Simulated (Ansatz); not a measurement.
**CH4BrGa: geometry relaxation**

CH4BrGa, computed with RKS PBE0-D4/def2-SVP (Ansatz 0.2.0).

The input holds or restrains some coordinates. Forces given for the steps count only the free coordinates. Figures and captions count atoms from 1; the log counts them from 0 in places.

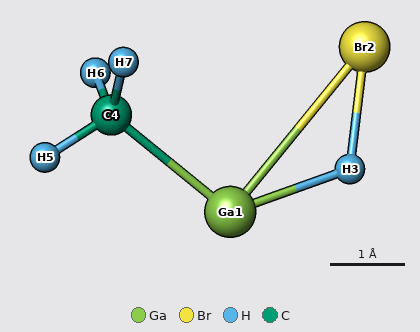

The structure as given in the input (ball-and-stick view, seen at a tilt; atoms are numbered from 1 in the order of the input). Sticks mark near contacts. Bond lengths as drawn: Br–Ga 2.95 Å, Br–H 1.68 Å, C–Ga 2.10 Å, C–H 1.10 Å and Ga–H 1.77 Å.

**Summary**

| quantity | value |
| --- | --- |
| outcome | converged under the restraints of the input |
| total energy | −123493.7184 eV |
| mean-field energy | −123493.6111 eV |
| dispersion energy | −0.1073 eV |
| SCF solution under orbital rotations | stable |
| largest force (length of the vector) at the end, held atoms and coordinates included | 0.352 eV/Å |
| dipole moment | 2.89 D |
| hardware | 4 threads of Arm Neoverse V1, 23 GiB of memory available, shared host |
| wall time | 7.5 s (CPU time 25 s) |
| peak memory | 0.23 GiB |

**Input**
```yaml
crystal:
  periodic: [false, false, false]
  atoms:
    - {symbol: Ga, position_ang: [-1.062000, -0.853900, -0.200300]}
    - {symbol: Br, position_ang: [1.284600, -1.300900, -1.923800]}
    - {symbol: H, position_ang: [-0.268700, -1.768100, -1.492200]}
    - {symbol: C, position_ang: [-0.114200, 0.749400, 0.759500]}
    - {symbol: H, position_ang: [-0.787400, 1.165600, 1.520400]}
    - {symbol: H, position_ang: [0.139600, 1.560800, 0.068000]}
    - {symbol: H, position_ang: [0.808100, 0.447100, 1.268400]}
basis:
  gaussian: {orbitals: def2-SVP}
hamiltonian: {xc: pbe0, dispersion: d4}
relax: {f_tol: 0.04, max_steps: 150, escape_saddle: false, constraints: [{distance: [1, 2]}, {distance: [0, 1]}, {distance: [0, 2]}]}
```

Launch command:
```bash
ansatz run in.yaml --threads 4 --pin off --events-out ev --progress --plain --max-ram 9574MiB
```

**Log**
```
Functional definition: PBE0
  name "PBE0"
  cite "Adamo & Barone, J. Chem. Phys. 110, 6158 (1999) doi:10.1063/1.478522"
  cite "Perdew, Burke & Ernzerhof, Phys. Rev. Lett. 77, 3865 (1996) doi:10.1103/PhysRevLett.77.3865"
  parent pbe
  parameter a = 0.25
  parameter kappa = 0.804
  parameter beta = 0.06672455060314922
  exchange = (1 - a)*pbe_x(kappa = kappa, mu = beta*pi^2/3) + a*exact_x
  correlation = pbe_c(beta = beta)
1045 factors; integrals over basis functions are off by at most 2.6e-4 eV
mean field evaluation 1: about -123487.7420 eV, gradient 4.8e1 eV
mean field evaluation 2: about -123480.5858 eV, gradient 6.5e1 eV
mean field evaluation 4: about -123493.3978 eV, gradient 5.2e0 eV
mean field evaluation 8: about -123493.4985 eV, gradient 3.6e-2 eV
mean field evaluation 16: about -123493.4985 eV, gradient 3.5e-5 eV
mean field -123493.49848252 eV, -4538.3023623329 hartree, gradient 3.5e-5 eV, S^2 0.000000; 0 other end points of the search recorded, 0 dependent functions left out
the calculation of the forces begins
reference -123493.49850838 eV, -4538.3023632832 hartree; 38, 38 occupied and 60, 60 virtual orbitals, 1045 factors
relax step   1: F+E_penalty+E_count = -123493.60889487 eV  Δ(F+E_penalty+E_count) = +0.000e0 eV  max|allowed force component| = 7.458e-1 eV/Å  Δτ_max = 0.0000 Å  (26 SCF iters, accepted)
  distance Br 1 - H 2 held at 1.678480 Å   reaction = +3.0552e-1 eV/Å
  distance Ga 0 - Br 1 held at 2.945640 Å   reaction = +4.2889e-1 eV/Å
  distance Ga 0 - H 2 held at 1.770337 Å   reaction = -6.7711e-1 eV/Å
these checks for a lower state are left out or cut short: starts, cluster_reference, orbital_swaps, neighbouring_geometries, increment
1045 factors; integrals over basis functions are off by at most 3.3e-4 eV
mean field -123493.59594711 eV, -4538.3059440905 hartree, gradient 2.6e-5 eV, S^2 0.000000; 0 other end points of the search recorded, 0 dependent functions left out
the calculation of the forces begins
reference -123493.59597330 eV, -4538.3059450530 hartree; 38, 38 occupied and 60, 60 virtual orbitals, 1045 factors
relax step   2: F+E_penalty+E_count = -123493.70410868 eV  Δ(F+E_penalty+E_count) = -9.521e-2 eV  max|allowed force component| = 2.992e-1 eV/Å  Δτ_max = 0.1276 Å  (29 SCF iters, accepted)
  distance Br 1 - H 2 held at 1.678480 Å   reaction = +3.1293e-1 eV/Å
  distance Ga 0 - Br 1 held at 2.945640 Å   reaction = -2.4022e-3 eV/Å
  distance Ga 0 - H 2 held at 1.770337 Å   reaction = -2.5815e-1 eV/Å
these checks for a lower state are left out or cut short: starts, cluster_reference, orbital_swaps, neighbouring_geometries, increment
1045 factors; integrals over basis functions are off by at most 3.7e-4 eV
mean field -123493.60894502 eV, -4538.3064217549 hartree, gradient 6.1e-5 eV, S^2 0.000000; 0 other end points of the search recorded, 0 dependent functions left out
the calculation of the forces begins
reference -123493.60897127 eV, -4538.3064227196 hartree; 38, 38 occupied and 60, 60 virtual orbitals, 1045 factors
relax step   3: F+E_penalty+E_count = -123493.71685673 eV  Δ(F+E_penalty+E_count) = -1.275e-2 eV  max|allowed force component| = 5.177e-2 eV/Å  Δτ_max = 0.0502 Å  (27 SCF iters, accepted)
  distance Br 1 - H 2 held at 1.678480 Å   reaction = +3.4118e-1 eV/Å
  distance Ga 0 - Br 1 held at 2.945640 Å   reaction = -5.1020e-2 eV/Å
  distance Ga 0 - H 2 held at 1.770337 Å   reaction = -4.4756e-2 eV/Å
these checks for a lower state are left out or cut short: starts, cluster_reference, orbital_swaps, neighbouring_geometries, increment
1045 factors; integrals over basis functions are off by at most 3.7e-4 eV
mean field evaluation 32: about -123493.6111 eV, gradient 2.4e-5 eV
mean field -123493.61110686 eV, -4538.3065012012 hartree, gradient 6.4e-5 eV, S^2 0.000000; 0 other end points of the search recorded, 0 dependent functions left out
the calculation of the forces begins
reference -123493.61113320 eV, -4538.3065021691 hartree; 38, 38 occupied and 60, 60 virtual orbitals, 1045 factors
relax step   4: F+E_penalty+E_count = -123493.71842166 eV  Δ(F+E_penalty+E_count) = -1.565e-3 eV  max|allowed force component| = 3.187e-2 eV/Å  Δτ_max = 0.0330 Å  (26 SCF iters, accepted)
  distance Br 1 - H 2 held at 1.678480 Å   reaction = +3.3879e-1 eV/Å
  distance Ga 0 - Br 1 held at 2.945640 Å   reaction = -6.0270e-2 eV/Å
  distance Ga 0 - H 2 held at 1.770337 Å   reaction = -2.6895e-2 eV/Å
```

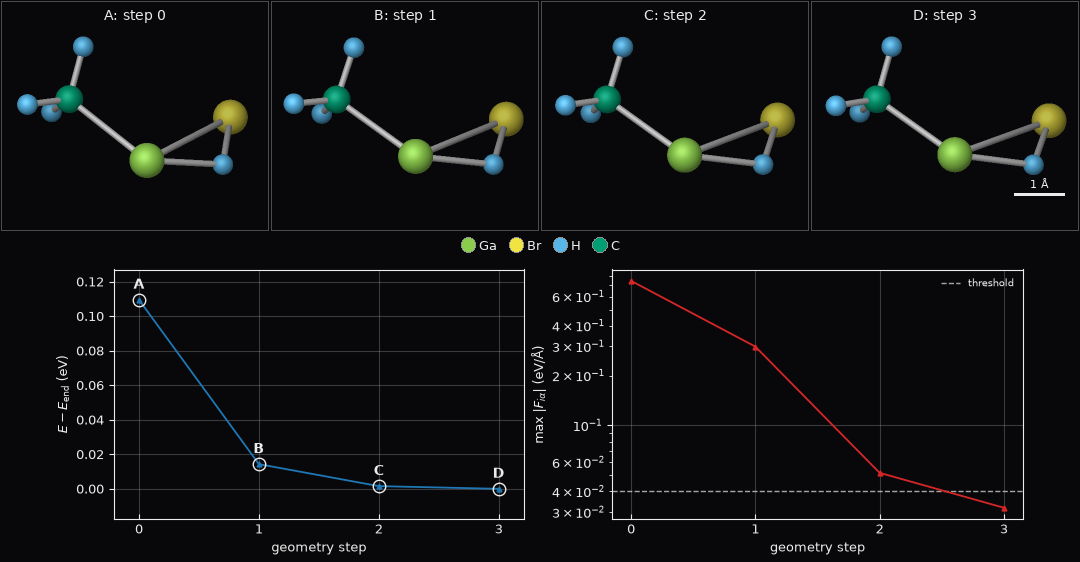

Frames of the restrained relaxation (ball-and-stick view, seen at a tilt) above the curves, on which the letters mark them (the first geometry is step 0 here and step 1 in the log).

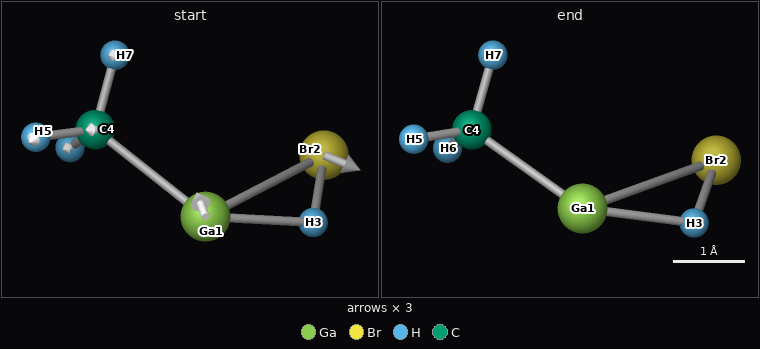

Before (left) and after (right) the restrained relaxation, at one scale (ball-and-stick view, seen at a tilt). The white arrows give the displacements, magnified 3 times. The atom that moves furthest after the best rigid fit is Br2 (0.19 Å). Largest moves by element: Br 0.19 Å, Ga 0.18 Å, H 0.07 Å, C 0.06 Å. Distances before and after: Ga1–C4 2.095 → 1.989 Å. Among the angles that change: H3–Ga1–C4 121.8° → 132.5°, Br2–Ga1–C4 91.4° → 102.1°, Ga1–C4–H6 112.5° → 109.4°. After 3 geometry steps the energy has fallen by 0.110 eV. Largest force component: 0.75 eV/Å at the start, 0.032 eV/Å at the end. (Atoms are counted from 1 in the order of the input.)

```
1045 factors; integrals over basis functions are off by at most 3.7e-4 eV
mean field -123493.61110686 eV, -4538.3065012012 hartree, gradient 6.4e-5 eV, S^2 0.000000; 1 other end points of the search recorded, 0 dependent functions left out
the calculation of the forces begins
reference -123493.61113320 eV, -4538.3065021691 hartree; 38, 38 occupied and 60, 60 virtual orbitals, 1045 factors
Total energy: -123493.71844800 eV, -4538.3104459151 hartree
Atom 0 at    -0.910354    -0.762620    -0.200564 Å, force    -0.057249     0.022866     0.053152 eV/Å
Atom 1 at     1.278809    -1.441267    -2.050915 Å, force    -0.269027    -0.086349     0.069805 eV/Å
Atom 2 at    -0.270604    -1.779274    -1.501036 Å, force     0.321247     0.047263    -0.135198 eV/Å
Atom 3 at    -0.145693     0.775589     0.801267 Å, force     0.031868     0.012297    -0.006535 eV/Å
Atom 4 at    -0.846707     1.166615     1.554682 Å, force     0.002959    -0.001225    -0.002791 eV/Å
Atom 5 at     0.110453     1.581756     0.093572 Å, force    -0.012225    -0.001962     0.015684 eV/Å
Atom 6 at     0.784096     0.459201     1.302994 Å, force    -0.017573     0.007112     0.005883 eV/Å
Dipole moment:    -0.358408     0.237630     0.420404 e Å
```

**Trajectory as extended XYZ (Å, eV, eV/Å), 4 frames, from step=1 to step=4**
```
7
Properties=species:S:1:pos:R:3:forces:R:3 step=1 energy=-123493.60889
Ga   -1.0620   -0.8539   -0.2003    0.6650   0.9942   0.5516
Br    1.2846   -1.3009   -1.9238   -0.5729  -0.2402   0.0959
H    -0.2687   -1.7681   -1.4922    0.6193   0.0188  -0.3271
C    -0.1142    0.7494    0.7595   -0.7458  -0.5837  -0.1256
H    -0.7874    1.1656    1.5204   -0.1271   0.0552   0.1226
H     0.1396    1.5608    0.0680   -0.0022   0.0165  -0.3085
H     0.8081    0.4471    1.2684    0.1637  -0.2608  -0.0090
7
Properties=species:S:1:pos:R:3:forces:R:3 step=2 energy=-123493.70411
Ga   -0.9515   -0.7902   -0.2031    0.0557   0.3736   0.3157
Br    1.2934   -1.3915   -2.0129   -0.3153  -0.1075   0.0758
H    -0.2592   -1.7735   -1.5022    0.3704   0.0418  -0.1674
C    -0.1548    0.7744    0.8053   -0.1634  -0.2992  -0.1864
H    -0.8065    1.2152    1.5773   -0.0164  -0.0983  -0.0820
H     0.1011    1.5461    0.0607    0.0452   0.0273   0.0411
H     0.7773    0.4195    1.2749    0.0238   0.0623   0.0031
7
Properties=species:S:1:pos:R:3:forces:R:3 step=3 energy=-123493.71686
Ga   -0.9265   -0.7664   -0.1951   -0.0536   0.0365   0.0638
Br    1.2841   -1.4160   -2.0304   -0.2822  -0.0925   0.0714
H    -0.2668   -1.7707   -1.4952    0.3271   0.0427  -0.1427
C    -0.1485    0.7717    0.7993    0.0126  -0.0210  -0.0267
H    -0.8350    1.1782    1.5589    0.0282  -0.0141  -0.0288
H     0.1090    1.5637    0.0756   -0.0048   0.0054   0.0518
H     0.7837    0.4394    1.2870   -0.0272   0.0430   0.0112
7
Properties=species:S:1:pos:R:3:forces:R:3 step=4 energy=-123493.71842
Ga   -0.9104   -0.7626   -0.2006   -0.0572   0.0229   0.0532
Br    1.2788   -1.4413   -2.0509   -0.2690  -0.0863   0.0698
H    -0.2706   -1.7793   -1.5010    0.3212   0.0473  -0.1352
C    -0.1457    0.7756    0.8013    0.0319   0.0123  -0.0065
H    -0.8467    1.1666    1.5547    0.0030  -0.0012  -0.0028
H     0.1105    1.5818    0.0936   -0.0122  -0.0020   0.0157
H     0.7841    0.4592    1.3030   -0.0176   0.0071   0.0059
```

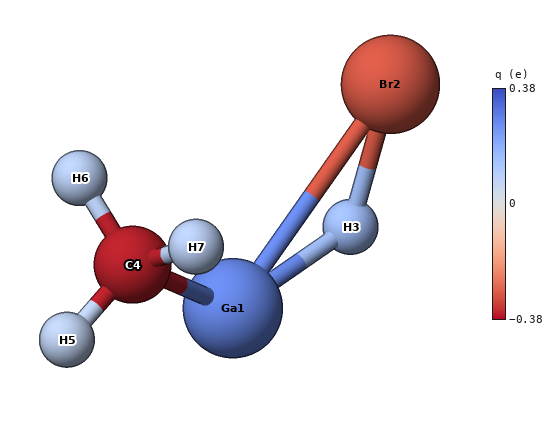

Mulliken charges, as the colour of each atom (ball-and-stick view, seen at a tilt; atoms are numbered from 1 in the order of the input). By element: Ga +0.26, Br −0.29, H +0.07 to +0.14 and C −0.36 e.
